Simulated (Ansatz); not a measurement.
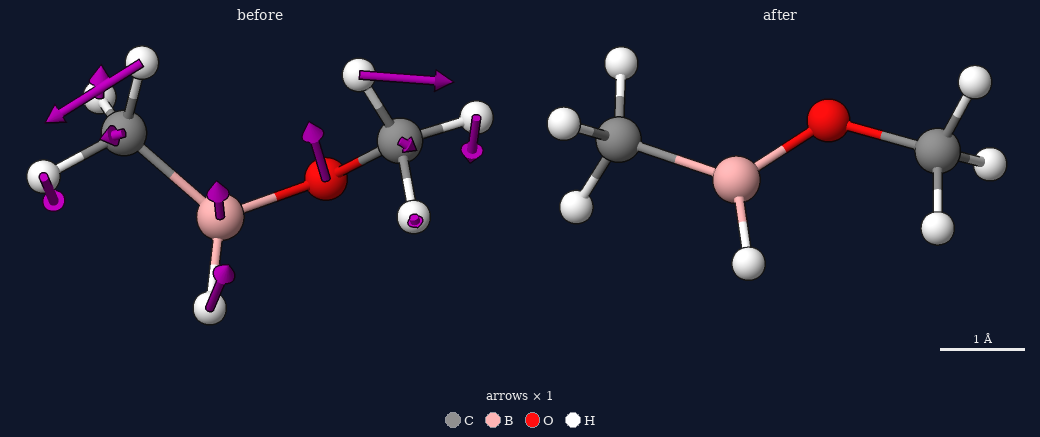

The structure of C2H7BO (coarse preliminary run) before (left) and after (right) a relaxation, at one scale. The purple arrows give the displacements, at their true length.

A ball-and-stick model, seen face on.

The start comes from a force field.

Theory: RKS PBE-D4/def2-SVP in Ansatz 0.2.0. Set-up: force threshold 0.03 eV/Å; at most 200 steps.

Describe what moved and what it gained.

Answer. Over 16 accepted moves (17 points after the start) the energy falls by 123.3 kJ/mol. Largest force component: 4.4 eV/Å at the start, 0.0065 eV/Å at the end. The line search rejected the trial step at point 9 of the run. The forces were under the threshold at step 13, but the run went on from there. An H atom moves most after the best rigid fit: 1.39 Å. By element the largest moves are H 1.39 Å, O 0.98 Å, B 0.63 Å, C 0.36 Å. Some distances before and after: B–O 1.457 → 1.358 Å, C–O 1.505 → 1.418 Å, B–H 1.145 → 1.230 Å, C–H 1.036 → 1.110 Å. Among the angles between lasting bonds that change: B–O–C 108.8° → 122.9°, H–C–H 113.4° → 108.1°, O–C–H 106.7° → 111.8°. Groups turn about B–O by about 90°, C–O by about 60°, B–C by about 55°. The run took roughly 50 core-seconds on a shared host.
